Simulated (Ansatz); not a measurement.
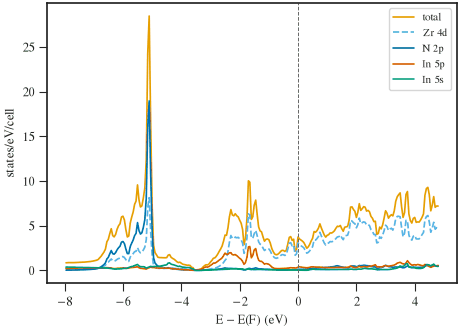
*Total and projected density of states of Zr$_{2}$InN in space group P6_3/mmc (No. 194; Zr on 4f, In on 2d, N on 2a), r²SCAN (plane waves, PAW; program Ansatz)*

**Question.** Which orbitals carry the states next to the Fermi level?

**Answer.** Within 0.5 eV of the Fermi level: Zr 4d 79 %, In 5p 10 %. Projections are on Löwdin-orthogonalised atomic valence shells; empty p or d shells of many metals are not among them.

**Question.** Where is the tallest occupied peak in this window, and what makes it?

**Answer.** Near -5.1 eV, about 28 states/eV per cell; the largest projected share is N 2p.

The workflow started from a Materials Project entry (that database holds measured and hypothetical structures alike); the Crystallography Open Database copy checked does not list it. Whether it is the stable phase at ambient conditions was not checked. Symmetry was held in the r²SCAN relaxation; its stability against distortions is not shown here. The run is not spin-polarised. Spin–orbit coupling is left out wherever it is not named.

Potentials: the later of the program's two PAW sets.
